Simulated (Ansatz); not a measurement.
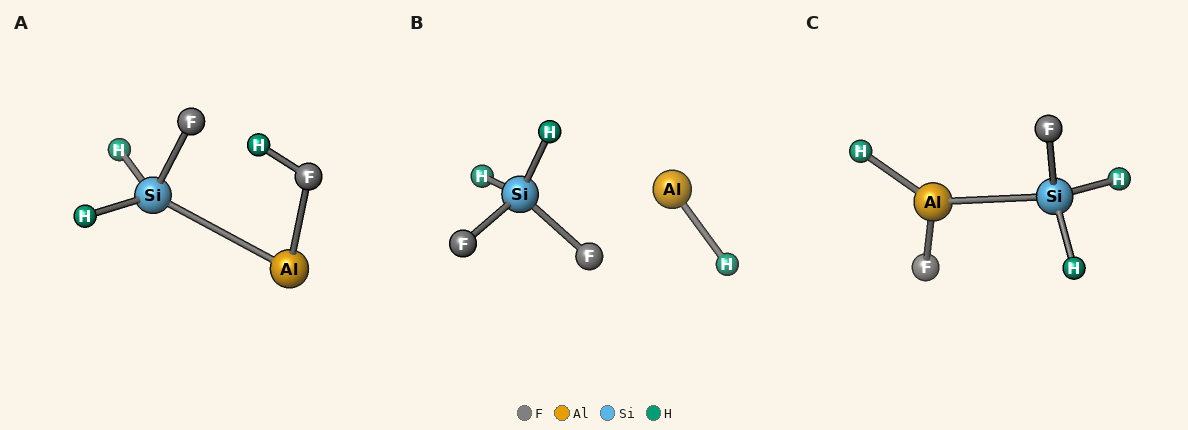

3 stationary structures of one formula. Geometries: PBE-D4/def2-SVP. Electronic energies: PBE-D4/def2-SVP (Ansatz 0.2.0), without zero-point energy. No frequency run is at hand to confirm each as a minimum. Each is one conformer, not always the lowest.

> Which is lowest in energy, and by how much?

C is lowest (Cs); B lies 32.9 kcal/mol above it (Cs), A lies 46.7 kcal/mol above it (Cs).
